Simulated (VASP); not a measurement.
Energy against volume of Rh (fcc). Level of theory: revTPSS meta-GGA, VASP's PBE PAW potentials (set 64) (plane waves; VASP).

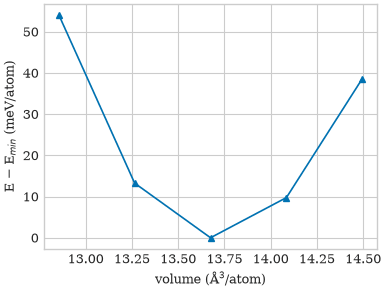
Figure: Energy against volume

Estimate the equilibrium volume and the bulk modulus.

The minimum lies near 13.7 Å³/atom, and the curvature gives B0 of about 300 GPa.

Measured: bulk modulus 271 GPa at 0 K (computed value off by +9.4 %), as given by H. Levämäki et al., Physical Review B (2014), arXiv:1402.3671 [corrected for temperature and zero-point phonon effects]; a 3.794 Å at 0 K (computed value off by +0.1 %), as given by Daniel Mejia-Rodriguez et al., Physical Review B (2018), arXiv:1807.09216 [static lattice: zero-point anharmonic expansion removed].

The compound is Rh in the fcc structure. It was relaxed first.
